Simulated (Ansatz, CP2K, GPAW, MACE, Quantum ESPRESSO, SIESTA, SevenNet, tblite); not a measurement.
## tblite runs on amorphous Zn12Cd27Se39 (78 atoms)

How near does tblite come to plane waves for amorphous Zn12Cd27Se39 (78 atoms)?

Method: the method is named at each step, in tblite 0.8.0.

**1. The starting structure**

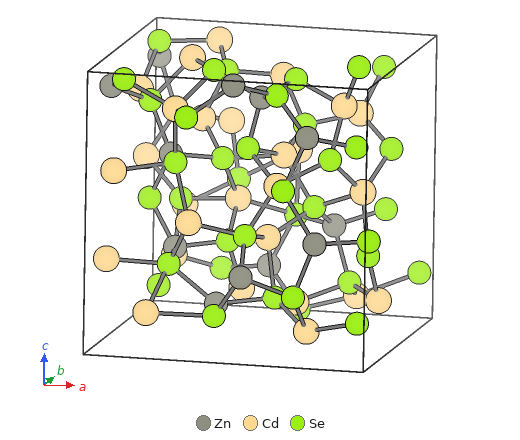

Start, viewed slightly off an axis; zinc grey, cadmium orange, selenium green.

The cell holds 78 atoms: 12 Zn, 27 Cd and 39 Se. Cell: a = 12.774 Å, b = 12.774 Å, c = 12.774 Å, α = 90.0°, β = 90.0°, γ = 90.0°. 78 atoms (12 Zn, 27 Cd, 39 Se) placed at random at 5.5 g/cm³, melted at 2500 K for 10 ps at fixed volume with the Stillinger-Weber II-VI potential (Zhou et al., Phys. Rev. B 88, 085309 (2013)). Quenched from 2500 K to 100 K at 50 K/ps and fixed volume, held 5 ps. Then every atom was moved at random, 0.02 Å r.m.s. a Cartesian component.

The yardstick, on the same geometry:

- method: Kohn-Sham DFT, PBE, PAW, plane waves (Ansatz 0.2.0); cutoff 420 eV, Γ point, fermi-dirac smearing of 0.05 eV; PAW set soft_2
- r.m.s. force component: 0.409 eV/Å
- longest force: 1.638 eV/Å
- pressure: 1.16 GPa
- SCF cycles: 16
- time: 89 s on 4 threads of Arm Neoverse V2, shared host
- CPU time: 5.8 min

**2. GFN1-xTB**

Method: GFN1-xTB tight binding, diagonalisation.

run.py reads:

```python
import numpy as np
from ase.io import read
from tblite.ase import TBLite

atoms = read("structure.xyz")
atoms.calc = TBLite(method="GFN1-xTB", electronic_temperature=580, accuracy=1.0, max_iterations=250, mixer_damping=0.4, verbosity=1)
energy = atoms.get_potential_energy()
forces = atoms.get_forces()
print(f"energy {energy:.6f} eV")
print("forces (eV/A)")
for i, (a, f) in enumerate(zip(atoms, forces)):
    print(f"{i:4d} {a.symbol:2s} {f[0]:10.5f} {f[1]:10.5f} {f[2]:10.5f}")
stress = -atoms.get_stress(voigt=False) * 160.21766
print("stress (GPa, compression positive)")
for row in stress:
    print(" ".join(f"{x:10.4f}" for x in row))
print("charges (e)")
print(np.array2string(atoms.get_charges(), precision=4, suppress_small=True, max_line_width=110, threshold=100000))
```

structure.xyz reads:

```xyz
78
Lattice="12.77450 0.00000 0.00000 0.00000 12.77450 0.00000 0.00000 0.00000 12.77450" Properties=species:S:1:pos:R:3 pbc="T T T"
Zn 9.02378 9.53859 4.57531
Zn 6.84764 4.45511 11.18765
Zn 9.72535 1.31284 10.14334
Zn 6.92020 0.79432 3.75902
Zn 2.48311 5.62410 8.14873
Zn 0.14882 3.88102 11.40265
Zn 10.33904 0.50970 5.53034
Zn 6.50695 0.55710 12.45641
Zn 5.85340 10.45631 2.40620
Zn 5.10814 3.73450 1.90315
Zn 2.67983 5.89007 3.90772
Zn 0.24565 12.40315 11.14115
Cd 7.00681 5.43849 4.69067
Cd 6.71159 9.11128 11.29930
Cd 9.62686 11.41798 1.07715
Cd 4.12348 2.36673 5.76283
Cd 9.98046 10.16735 9.58598
Cd 11.01328 6.66062 6.74698
Cd 9.39079 3.11826 1.04547
Cd 2.54890 1.11189 1.83940
Cd 4.74969 9.05623 5.63202
Cd 3.42344 2.45398 10.84785
Cd 5.23818 7.96733 1.82356
Cd 6.84394 11.77272 7.42646
Cd 7.92773 7.11527 1.50305
Cd 1.47341 12.55721 4.48053
Cd 3.07303 9.06849 9.14769
Cd 0.18945 3.28381 3.71138
Cd 0.77298 1.98810 7.97257
Cd 10.14525 6.45636 10.63004
Cd 7.93105 3.15645 7.50157
Cd 1.75713 9.55354 2.80055
Cd 0.42782 8.18743 10.47726
Cd 11.77592 6.75107 1.88807
Cd 3.31830 10.98390 12.31883
Cd 0.17463 10.48352 6.98944
Cd 3.18954 6.49238 12.37172
Cd 3.70895 11.85908 8.53426
Cd 7.23803 7.25068 8.08013
Se 9.92195 8.86218 2.18482
Se 11.03653 10.90265 5.17687
Se 3.95320 12.38475 5.83156
Se 3.51184 11.23121 1.99257
Se 4.72209 4.26017 12.33442
Se 6.92582 11.00268 4.65682
Se 7.56749 9.73621 8.99785
Se 4.42113 7.38034 7.74007
Se 7.09713 11.05263 0.38809
Se 9.37137 0.60411 3.04697
Se 3.24689 3.35854 8.25539
Se 9.89615 4.97605 8.45991
Se 11.57651 5.50862 4.12361
Se 11.78601 8.67222 8.37535
Se 12.00445 1.84528 1.79699
Se 1.67742 7.02955 1.89995
Se 5.60072 1.34401 1.83838
[... 18 atom lines left out ...]
Se 7.87420 6.69716 11.65213
Se 2.07279 9.33279 5.41192
Se 12.49819 11.33430 2.31793
Se 0.74373 10.28232 12.24270
```

Run with:

```console
$ OMP_NUM_THREADS=1 python run.py > output.txt
```

Log:

```text
------------------------------------------------------------
  cycle        total energy    energy error   density error
------------------------------------------------------------
      1     -164.2774101785  -1.6380655E+02   5.2918824E-01
      2     -149.9988965539   1.4278514E+01   5.4108142E-01
      3     -159.8078564792  -9.8089599E+00   4.0840769E-01
      4     -162.4349088274  -2.6270523E+00   3.3124149E-01
      5     -164.4914775305  -2.0565687E+00   2.0770028E-01
      6     -165.4022214110  -9.1074388E-01   1.3825754E-01
      7     -165.3884059760   1.3815435E-02   1.3073151E-01
      8     -165.8446416410  -4.5623567E-01   8.0775693E-02
      9     -165.9881301226  -1.4348848E-01   5.5562237E-02
     10     -166.0354000614  -4.7269939E-02   3.9672186E-02
     11     -166.0626122457  -2.7212184E-02   2.9843975E-02
     12     -166.0888291783  -2.6216933E-02   1.5827371E-02
     13     -166.0909092320  -2.0800538E-03   1.3778669E-02
     14     -166.0929896123  -2.0803803E-03   1.0352481E-02
     15     -166.0967164058  -3.7267936E-03   4.3770348E-03
     16     -166.0971279331  -4.1152724E-04   3.0428628E-03
     17     -166.0971540258  -2.6092674E-05   2.9714817E-03
     18     -166.0974998744  -3.4584860E-04   9.1939838E-04
     19     -166.0975288573  -2.8982899E-05   3.3851229E-04
     20     -166.0975327680  -3.9107808E-06   1.3910397E-04
     21     -166.0975324242   3.4379141E-07   1.5929720E-04
     22     -166.0975333695  -9.4521513E-07   6.1019373E-05
     23     -166.0975335192  -1.4970524E-07   1.9460426E-05
------------------------------------------------------------
 total:                                   3.376 sec
energy -4519.744102 eV
forces (eV/A)
   0 Zn    0.39018   -0.05021   -0.17132
   1 Zn   -0.11069    0.03926   -0.51798
   2 Zn   -0.01738    0.02235    0.00490
   3 Zn    0.55804   -0.19498   -0.04317
   4 Zn    0.00717    0.17515   -0.60202
   5 Zn   -0.35020   -0.07486    0.06768
   6 Zn   -0.07579   -0.35339   -0.29286
   7 Zn   -0.10714    0.08474   -0.04593
   8 Zn   -0.13968    0.44998    0.14201
   9 Zn    0.07443   -0.22337    0.07397
  10 Zn   -0.50028   -0.19292    0.20332
  11 Zn   -0.04391   -0.17518    0.08061
  12 Cd    0.17505   -0.16205    0.02381
  13 Cd    0.25762   -0.05415    0.46786
  14 Cd    0.80398   -0.10878    0.49110
  15 Cd   -0.07731   -0.21384    0.55386
  16 Cd    0.36077    0.29151    0.23448
  17 Cd    0.40394   -0.59505   -0.72998
  18 Cd    0.82548   -0.23487    0.57197
  19 Cd    0.04373    0.10963   -0.05721
  20 Cd   -0.22063    0.12171   -0.13642
  21 Cd    0.06061    0.24915   -0.29883
  22 Cd    0.20404    0.43676   -1.11886
  23 Cd   -0.11028    0.19629   -0.17444
[...]
70 Se    0.00400    0.26425   -0.19906
  71 Se   -0.01913   -0.36066    0.40649
  72 Se    0.10918   -0.27900   -0.02312
  73 Se   -0.28609    0.06882    0.03200
  74 Se   -0.33209    0.55485   -0.08938
  75 Se   -0.20951   -0.36391    0.26101
  76 Se    0.62037   -0.53216    0.24259
  77 Se    0.15692   -0.46723    0.09275
stress (GPa, compression positive)
    1.8156    -0.2974     0.0498
   -0.2974     1.9725    -0.5282
    0.0498    -0.5282     2.0522
charges (e)
[ 0.132   0.1903  0.1445  0.1646  0.1405  0.16    0.1423  0.1868  0.161   0.1713  0.1852  0.1787  0.1173
  0.1819  0.0611  0.1261  0.1649  0.0791  0.085   0.0739  0.0994  0.1394 -0.0441  0.0845  0.1082  0.0534
  0.0828  0.1056  0.1202  0.1187  0.1156  0.1367  0.1198  0.0844  0.2112  0.1257  0.134   0.0701  0.0862
 -0.1281 -0.1392 -0.1251 -0.1051 -0.1435 -0.1064 -0.0884 -0.11   -0.1421 -0.1246 -0.1348 -0.0996 -0.15
 -0.0829 -0.1033 -0.1404 -0.1647 -0.1677 -0.0912 -0.1204 -0.1274 -0.0962 -0.1389 -0.1041 -0.1294 -0.1105
 -0.1227 -0.1454 -0.116  -0.1206 -0.1217 -0.1242 -0.1375 -0.1212 -0.1067 -0.1318 -0.1086 -0.1032 -0.1645]
```

It took 3.9 s on 1 thread of Arm Neoverse V2, shared host; peak memory 0.15 GiB.

Banners, paths, timers and routine set-up lines are dropped from the logs unmarked, and long logs keep their key lines alone; longer cuts are marked.

Numbers from this run, and their distance from the reference:

| Item | Value |
| --- | --- |
| r.m.s. force component | 0.3731 eV/Å |
| r.m.s. difference of force components | 200.1 meV/Å |
| longest difference of force vectors | 1329 meV/Å |
| force difference over r.m.s. force | 48.92 % |
| slope of forces against the reference's | 0.7966 |
| correlation of force components | 0.8731 |
| pressure | 1.947 GPa |
| pressure difference | 0.7872 GPa |

Length of the force difference by element (eV/Å):

| element | atoms | mean | most |
| --- | --- | --- | --- |
| Cd | 27 | 0.27 | 0.87 |
| Se | 39 | 0.34 | 1.3 |
| Zn | 12 | 0.20 | 0.38 |

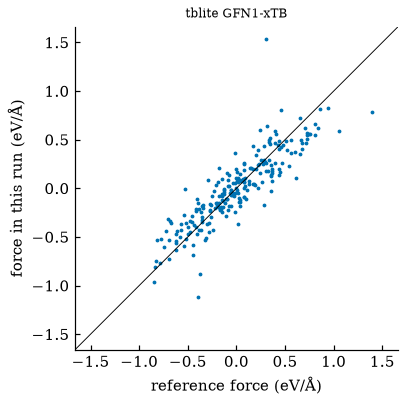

Force components against those of the reference; the line marks equality.

A closer look about Cd36, picked at random: 9 atoms, nearest first, numbered in the order of the input, with positions taken from that point.

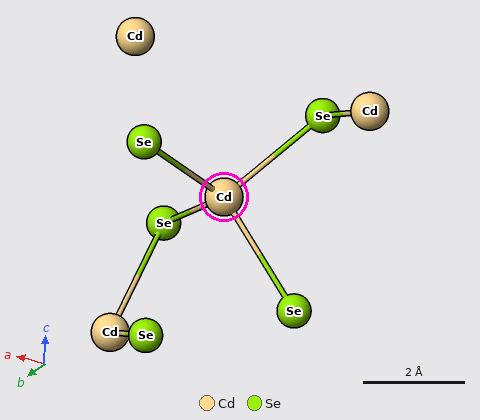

The atoms of the table, within 4.1 Å (arrows a, b, c point along x, y, z); some may hide others; the central atom is ringed.

| atom | x | y | z | distance (Å) | bonds | Mulliken charge (e) | Fx | Fy | Fz (eV/Å) |
| --- | --- | --- | --- | --- | --- | --- | --- | --- | --- |
| Cd36 | 0.00 | 0.00 | 0.00 | 0.00 | 4 | 0.13 | -0.03 | 0.13 | -0.69 |
| Se53 | -1.16 | -1.81 | 1.39 | 2.56 | 4 | -0.08 | -0.53 | -0.16 | 0.13 |
| Se41 | -1.91 | 0.42 | -1.81 | 2.67 | 3 | -0.14 | -0.07 | 0.04 | 0.36 |
| Se72 | 0.90 | 1.85 | 1.72 | 2.68 | 4 | -0.14 | -0.02 | -0.36 | 0.41 |
| Se76 | 1.90 | -1.15 | -1.58 | 2.72 | 3 | -0.11 | -0.21 | -0.36 | 0.26 |
| Cd26 | 1.30 | 2.07 | -2.51 | 3.50 | 3 | 0.05 | -0.12 | -0.44 | -0.25 |
| Cd27 | 2.90 | -1.42 | 2.16 | 3.88 | 2 | 0.08 | -0.21 | 0.16 | -0.40 |
| Cd17 | -2.97 | -0.32 | 2.60 | 3.96 | 3 | 0.16 | 0.36 | 0.29 | 0.23 |
| Se61 | -0.39 | 3.83 | -1.39 | 4.09 | 4 | -0.10 | -0.07 | 0.20 | 0.34 |

Atoms are counted from 1 here, from 0 in the log.

Forces lie 49 % from the reference's, at 0.011 times its CPU time (on 1 against 4 cores).

**3. What came out**

```json
{
 "force difference from the reference": "tblite GFN1-xTB, 49 %",
 "its CPU time": "3.8 s"
}
```

**Reading.** Tight binding differs by 49 % (tblite GFN1-xTB); it is another model, with fitted parameters of its own, and the xTB methods hold dispersion. One electronic-structure run takes under half the reference's CPU time: tblite GFN1-xTB, at 49 % in 3.8 s against 5.8 min. Periodic xTB results under one method name differ between programs and library versions. The quench rate of 50 K/ps is many orders above laboratory rates, so the cell is likely richer in defects and strain than a real sample. The network of bonds at the start is that of the classical potential that made the cell, and needn't be the one that DFT or experiment would give. The electronic-structure runs sample only Γ, in a cell whose shortest periodic width is 13 Å, which is coarse for a cell with partly filled levels.

[Also dropped from logs without a mark: logging warnings of Python, and SIESTA's first energy breakdown and zero terms.]

[Logs are printed without paths, hosts, clocks, repeated set-up lines and the standing remarks that a program may print on its own settings, such as how far it seeks lower states.]

[Hosts, paths, dates, database ids (printed as entryN), source tags and the programs' standing remarks are cut or masked in the printed files.]
